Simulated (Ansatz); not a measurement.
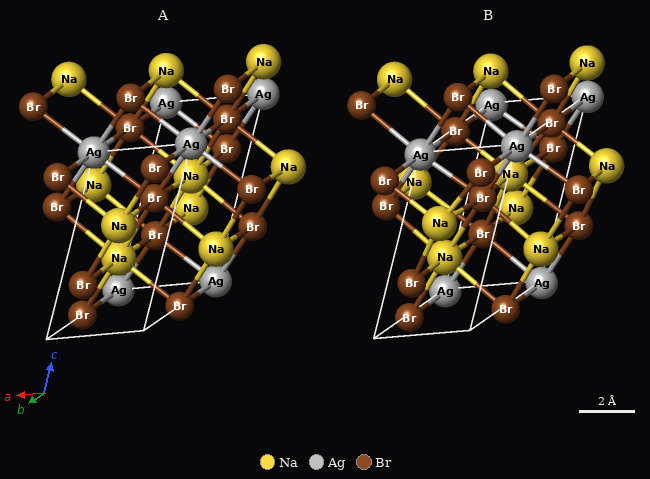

Two geometries of crystalline Na2AgBr3 (built on the Li2TiO3-71 type type), drawn at one scale. One is the start of a relaxation, the other its converged end. Style: ball-and-stick. Shown: the cell of the calculation, reduced to other axes, from a free direction. Lengths and directions refer to the drawn axes.

These are results of Ansatz, DFT, PBEsol, plane waves, PAW, not measurements. (plane-wave cutoff 420 eV; k-point mesh 6 × 6 × 6; occupations fermi dirac; smearing width 0.05 eV; no spin polarisation; cell and atoms relaxed; force threshold 0.01 eV/Å; at most 120 steps)

Question: Which geometry has the lower energy?

Answer: Structure A is the relaxed one. Case: shaken. The largest move relative to the cell is that of a Na atom, 0.26 Å along [−3 −3 −2]. By element the largest moves are Na 0.26 Å, Br 0.15 Å, Ag 0.07 Å. The drawn cell changes as follows: a 4.122 → 4.152 Å (+0.7 %), b 5.813 → 5.836 Å (+0.4 %), c 7.053 → 7.111 Å (+0.8 %), α 114.1° → 114.2°, β 106.3° → 107.0°, γ 90.9° → 90.0°; the volume changes by +1.6 %. Among the contacts that change: Br–Na 2.655 → 2.915 Å, Br–Na 3.178 → 2.986 Å, Ag–Br 2.667 → 2.849 Å, Br–Na 3.156 → 2.986 Å. Among the angles between lasting bonds that change: Br–Na–Br 166.4° → 178.6°, Br–Na–Br 98.4° → 88.7°, Br–Na–Br 82.2° → 91.3°. The space group (tolerance 0.01 Å) goes from P1 (No. 1) to Immm (No. 71). Over 4 accepted moves (5 points after the start) the energy falls by 25.7 meV per atom. Largest force component: 0.58 eV/Å at the start, 0.00062 eV/Å at the end. Pressure: 1.12 GPa at the start and −0.01 GPa at the end. At 1 point the geometry stayed and the basis and grid were re-selected for the new cell (energy shift of less than 0.05 meV per atom at most each time).
